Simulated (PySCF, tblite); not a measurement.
# C4H2F5S−: dynamics, then NMR shifts on frames, part 2 of 2

tblite 0.8.0 and PySCF 2.14.0. Atoms count from 0.

## 5. NMR shieldings: 625 fs, PBE0/pcSseg-1

Job settings and geometry (Å):

```
{"job": {"kind": "nmr", "xc": "PBE0", "basis": "pcSseg-1", "pop": false}, "charge": -1, "multiplicity": 1}
F     -1.244900     0.092000     2.176100
C     -1.595600    -0.569900     1.078400
F     -1.570200    -1.817600     1.415900
F     -2.871700    -0.281600     0.758900
C     -0.654700    -0.273900    -0.185200
F     -1.291300    -0.943900    -1.212800
F     -0.725300     1.052700    -0.579600
C      0.652900    -0.742900     0.093000
C      1.698600    -0.341500    -0.674000
S      3.340400    -0.646400    -0.583600
H      0.839700    -1.354400     0.954300
H      1.462500     0.311600    -1.513900
```

Level: GIAO PBE0/pcSseg-1 NMR shielding, non-relativistic, gas phase.

The log of the run:

```text
coarse grid: 12640 points
cycle   1  E = -1049.8857339637  dE =  1.677e+00  |g| = 1.150e+00  |ddm| = 3.379e+00
cycle   2  E = -1049.5716240063  dE =  3.141e-01  |g| = 1.818e+00  |ddm| = 2.086e+00
cycle   3  E = -1050.1221632796  dE = -5.505e-01  |g| = 1.567e-01  |ddm| = 1.414e+00
cycle   4  E = -1050.1259281655  dE = -3.765e-03  |g| = 9.986e-02  |ddm| = 2.941e-01
cycle   5  E = -1050.1285655674  dE = -2.637e-03  |g| = 2.061e-02  |ddm| = 1.525e-01
cycle   6  E = -1050.1286713722  dE = -1.058e-04  |g| = 4.131e-03  |ddm| = 3.352e-02
cycle   7  E = -1050.1286742986  dE = -2.926e-06  |g| = 1.904e-03  |ddm| = 6.597e-03
final grid: 125344 points
cycle   8  E = -1050.2227639404  dE = -5.346e-05  |g| = 9.068e-03  |ddm| = 3.123e-02
cycle   9  E = -1050.2227313926  dE =  3.255e-05  |g| = 1.523e-02  |ddm| = 2.144e-02
cycle  10  E = -1050.2227804787  dE = -4.909e-05  |g| = 8.704e-04  |ddm| = 1.632e-02
cycle  11  E = -1050.2227806429  dE = -1.642e-07  |g| = 5.340e-04  |ddm| = 2.294e-03
cycle  12  E = -1050.2227807100  dE = -6.705e-08  |g| = 6.888e-05  |ddm| = 5.980e-04
cycle  13  E = -1050.2227807108  dE = -8.795e-10  |g| = 1.682e-05  |ddm| = 1.118e-04
converged SCF energy = -1050.2227807108

GIAO shielding tensors (ppm)
atom      isotropic    diamagn.    paramagn.     s11        s22        s33       span
  0 F      275.184     473.988    -198.804    201.135    269.166    355.249    154.114
  1 C       57.480     244.303    -186.823     52.894     57.756     61.788      8.894
  2 F      279.250     471.349    -192.099    220.422    278.618    338.710    118.288
  3 F      283.439     470.789    -187.350    198.724    284.298    367.297    168.573
  4 C       61.186     237.735    -176.549     38.725     68.014     76.820     38.095
  5 F      260.536     476.326    -215.790    155.985    276.675    348.947    192.962
  6 F      282.345     477.149    -194.804    164.566    320.634    361.836    197.271
  7 C       90.593     257.443    -166.850     -7.966    134.082    145.662    153.628
  8 C       -4.352     249.955    -254.307   -142.755    -33.622    163.320    306.075
  9 S      328.472    1056.131    -727.659     26.402    283.211    675.802    649.400
 10 H       26.601      32.840      -6.239     23.992     24.754     31.058      7.066
 11 H       22.414      30.675      -8.262     17.626     18.033     31.581     13.956
```

It took 16 s on 1 thread of AMD EPYC 9R14, shared host; peak memory 0.87 GiB.

This run: δ C8 191.3, C1 129.4, C4 125.7, C7 96.3, H11 9.30, H10 5.12 ppm.

## 6. Nuclear shieldings: 800 fs, PBE0/pcSseg-1

Job settings and geometry (Å):

```
{"job": {"kind": "nmr", "xc": "PBE0", "basis": "pcSseg-1", "pop": false}, "charge": -1, "multiplicity": 1}
F     -0.923900     0.298400     1.816300
C     -1.580000    -0.291300     0.828500
F     -1.681300    -1.671200     1.267600
F     -2.854900     0.051200     0.920500
C     -0.752100    -0.167500    -0.459800
F     -1.443200    -0.906600    -1.420700
F     -0.999000     1.057200    -1.015600
C      0.663300    -0.498300    -0.205500
C      1.646800    -0.324000    -1.171100
S      3.283100    -0.641900    -0.995100
H      0.900000    -1.069100     0.684000
H      1.262400     0.103400    -2.107900
```

Level: GIAO PBE0/pcSseg-1 NMR shielding, non-relativistic, gas phase.

The log of the run:

```text
coarse grid: 12640 points
cycle   1  E = -1049.8467281693  dE =  1.489e+00  |g| = 1.206e+00  |ddm| = 3.292e+00
cycle   2  E = -1049.3303244808  dE =  5.164e-01  |g| = 2.107e+00  |ddm| = 2.410e+00
cycle   3  E = -1050.1087284222  dE = -7.784e-01  |g| = 1.848e-01  |ddm| = 1.828e+00
cycle   4  E = -1050.1129040209  dE = -4.176e-03  |g| = 1.333e-01  |ddm| = 4.005e-01
cycle   5  E = -1050.1178126547  dE = -4.909e-03  |g| = 2.652e-02  |ddm| = 2.004e-01
cycle   6  E = -1050.1179599352  dE = -1.473e-04  |g| = 7.495e-03  |ddm| = 3.334e-02
cycle   7  E = -1050.1179696421  dE = -9.707e-06  |g| = 2.457e-03  |ddm| = 7.891e-03
final grid: 125344 points
cycle   8  E = -1050.2121004954  dE = -5.172e-05  |g| = 1.041e-02  |ddm| = 2.987e-02
cycle   9  E = -1050.2120530337  dE =  4.746e-05  |g| = 1.787e-02  |ddm| = 2.631e-02
cycle  10  E = -1050.2121229567  dE = -6.992e-05  |g| = 1.061e-03  |ddm| = 1.979e-02
cycle  11  E = -1050.2121231881  dE = -2.314e-07  |g| = 6.365e-04  |ddm| = 2.394e-03
cycle  12  E = -1050.2121232803  dE = -9.211e-08  |g| = 9.040e-05  |ddm| = 6.213e-04
cycle  13  E = -1050.2121232818  dE = -1.530e-09  |g| = 3.608e-05  |ddm| = 1.647e-04
cycle  14  E = -1050.2121232820  dE = -1.874e-10  |g| = 8.866e-06  |ddm| = 2.615e-05
converged SCF energy = -1050.2121232820

GIAO shielding tensors (ppm)
atom      isotropic    diamagn.    paramagn.     s11        s22        s33       span
  0 F      247.040     475.378    -228.338    170.254    253.655    317.211    146.957
  1 C       48.036     240.484    -192.448     35.961     51.105     57.043     21.082
  2 F      203.316     474.732    -271.416     73.414    154.365    382.171    308.757
  3 F      271.837     468.918    -197.081    197.108    283.379    335.023    137.915
  4 C       62.594     238.667    -176.073     35.370     74.517     77.895     42.525
  5 F      258.563     474.964    -216.401    128.740    284.576    362.372    233.632
  6 F      282.333     475.831    -193.499    157.471    333.505    356.023    198.552
  7 C       78.755     256.212    -177.458    -22.427    122.664    136.027    158.455
  8 C       -7.662     250.675    -258.337   -147.724    -31.439    156.176    303.900
  9 S      306.520    1055.980    -749.460     42.916    206.900    669.745    626.829
 10 H       26.056      32.307      -6.250     23.377     23.796     30.996      7.619
 11 H       22.526      29.467      -6.941     18.767     20.104     28.707      9.940
```

Wall time 17 s (1 thread of AMD EPYC 9R14, shared host); peak memory 0.85 GiB.

This run: δ C8 194.6, C1 138.9, C4 124.3, C7 108.2, H11 9.19, H10 5.66 ppm.

## 7. Shielding tensors: 1000 fs, PBE0/pcSseg-1

Job settings and geometry (Å):

```
{"job": {"kind": "nmr", "xc": "PBE0", "basis": "pcSseg-1", "pop": false}, "charge": -1, "multiplicity": 1}
F     -1.065600    -0.104800     2.250000
C     -1.481700    -0.594100     1.022500
F     -1.513400    -1.927000     1.180600
F     -2.796300    -0.237200     0.823700
C     -0.590600    -0.238800    -0.220500
F     -1.212200    -0.672600    -1.337600
F     -0.794200     1.200400    -0.259400
C      0.765400    -0.625700    -0.054800
C      1.584300    -1.065100    -1.053100
S      3.265500    -1.164700    -0.814100
H      1.316200    -0.320600     0.878400
H      1.232300    -1.536500    -1.916300
```

Level: GIAO PBE0/pcSseg-1 NMR shielding, non-relativistic, gas phase.

The log of the run:

```text
coarse grid: 12640 points
cycle   1  E = -1049.8540327434  dE =  1.446e+00  |g| = 1.193e+00  |ddm| = 3.291e+00
cycle   2  E = -1049.3432456377  dE =  5.108e-01  |g| = 2.093e+00  |ddm| = 2.420e+00
cycle   3  E = -1050.1123064144  dE = -7.691e-01  |g| = 1.863e-01  |ddm| = 1.805e+00
cycle   4  E = -1050.1165759625  dE = -4.270e-03  |g| = 1.376e-01  |ddm| = 4.167e-01
cycle   5  E = -1050.1219306171  dE = -5.355e-03  |g| = 2.348e-02  |ddm| = 2.089e-01
cycle   6  E = -1050.1220525016  dE = -1.219e-04  |g| = 5.492e-03  |ddm| = 3.149e-02
cycle   7  E = -1050.1220572065  dE = -4.705e-06  |g| = 2.403e-03  |ddm| = 6.075e-03
final grid: 125344 points
cycle   8  E = -1050.2166039727  dE = -5.046e-05  |g| = 1.045e-02  |ddm| = 3.191e-02
cycle   9  E = -1050.2165516528  dE =  5.232e-05  |g| = 1.829e-02  |ddm| = 2.739e-02
cycle  10  E = -1050.2166271594  dE = -7.551e-05  |g| = 1.151e-03  |ddm| = 2.056e-02
cycle  11  E = -1050.2166274327  dE = -2.732e-07  |g| = 6.133e-04  |ddm| = 2.399e-03
cycle  12  E = -1050.2166275134  dE = -8.070e-08  |g| = 8.180e-05  |ddm| = 5.726e-04
cycle  13  E = -1050.2166275145  dE = -1.161e-09  |g| = 3.468e-05  |ddm| = 1.262e-04
cycle  14  E = -1050.2166275147  dE = -1.705e-10  |g| = 8.532e-06  |ddm| = 2.894e-05
converged SCF energy = -1050.2166275147

GIAO shielding tensors (ppm)
atom      isotropic    diamagn.    paramagn.     s11        s22        s33       span
  0 F      251.128     474.339    -223.212    159.723    227.632    366.028    206.305
  1 C       47.140     244.602    -197.462     42.994     46.951     51.474      8.480
  2 F      252.517     471.897    -219.380    171.242    254.305    332.002    160.760
  3 F      260.131     471.540    -211.410    163.339    253.381    363.673    200.334
  4 C       62.176     237.027    -174.851     32.701     71.121     82.707     50.006
  5 F      314.410     473.314    -158.904    210.833    349.250    383.146    172.313
  6 F      227.807     479.586    -251.779    103.425    207.429    372.568    269.143
  7 C       82.514     256.772    -174.258     -9.473    114.277    142.738    152.211
  8 C       -8.281     247.628    -255.909   -149.555    -40.877    165.589    315.144
  9 S      250.612    1055.894    -805.282     32.246    168.321    551.269    519.023
 10 H       24.782      30.344      -5.562     21.225     23.741     29.380      8.155
 11 H       22.850      30.722      -7.872     17.117     21.164     30.270     13.153
```

Wall time 17 s (1 thread of AMD EPYC 9R14, shared host); peak memory 0.86 GiB.

Key values: δ C8 195.2, C1 139.8, C4 124.7, C7 104.4, H11 8.87, H10 6.93 ppm.

## 8. Side by side: NMR shifts

Shifts (ppm) of some atoms, chosen among heavy atoms and hydrogens apart, with basis size and wall time:

```
  frame   H11   H10      F0      F2      F5      F6   S9  functions  time
 250 fs  9.61  5.24   -72.2   -88.0   -94.2  -100.7  215        187  17 s
 425 fs  8.22  5.09   -89.2   -75.3   -65.1  -140.5  176        187  17 s
 625 fs  9.30  5.12  -104.2  -108.3   -89.6  -111.4  175        187  16 s
 800 fs  9.19  5.66   -76.1   -32.4   -87.6  -111.4  197        187  17 s
1000 fs  8.87  6.93   -80.2   -81.6  -143.5   -56.9  253        187  17 s
```

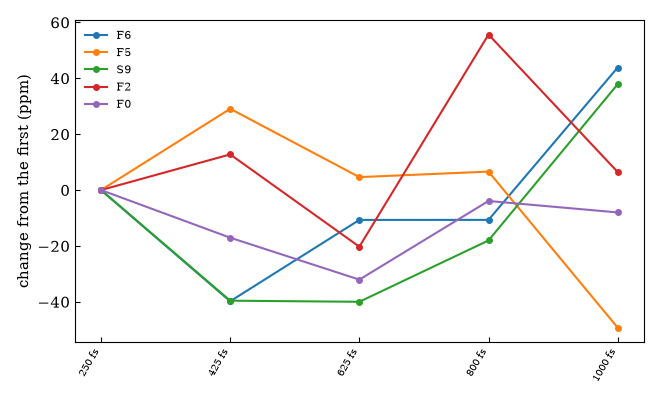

How five of the tabulated atoms move from run to run.

## 9. Outcome

The summary covers parts 1 to 2.

```
                                        quantity                                    value
                                      thermostat                                    300 K
                   mean temperature, second half                                    265 K
         mean potential energy above the minimum                                  0.32 eV
  13C shifts against TMS (PBE0/pcSseg-1, 250 fs)           194.5, 136.9, 121.8, 102.2 ppm
   1H shifts against TMS (PBE0/pcSseg-1, 250 fs)                           9.61, 5.24 ppm
19F shifts against CFCl3 (PBE0/pcSseg-1, 250 fs)  -72.2, -88.0, -94.2, -100.7, -108.1 ppm
  33S shifts against CS2 (PBE0/pcSseg-1, 250 fs)                                  215 ppm
                        range of the shift of F6                      -140.5 to -56.9 ppm
```

In words: In the second half the potential energy averages 0.32 eV above the minimum; equipartition over 30 harmonic modes at 300 K would give 0.39 eV. With 12 atoms the temperature swings widely (165 to 457 K). Shifts at one fixed geometry are not the observed spectrum, which averages over the motion. In the first frame run (250 fs): The widest tensor belongs to S9: span 612 ppm, with a paramagnetic part of -768 ppm. In ppm, F6 moves most: its shift spreads over 83.7 ppm, from -140.5 (425 fs) to -56.9 (1000 fs).
